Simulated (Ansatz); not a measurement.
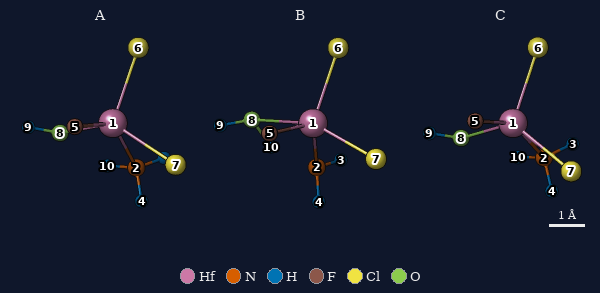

3 geometries from a converged minimum-energy path of HfNH4OCl2F, shuffled. A ball-and-stick model, seen from a free direction.

Level of theory: RKS PBE-D4/def2-SVP (Ansatz 0.2.0). Set-up: 7 movable images; climbing image; force threshold 0.03 eV/Å; iteration limit 60; starting path through a guess of the saddle point.

**Which frame is the transition state?**

B. In order along the path, whose images run from 0 to 8: B (image 2, +2.2 kcal/mol), A (image 4, −20.1 kcal/mol), C (image 5, −23.1 kcal/mol). A hydrogen atom shifts from one atom to another. Breaking: O8–H10 (0.99 → 1.11 at the top → 2.57 Å). Forming: N2–H10 (2.25 → 1.47 at the top → 1.03 Å).
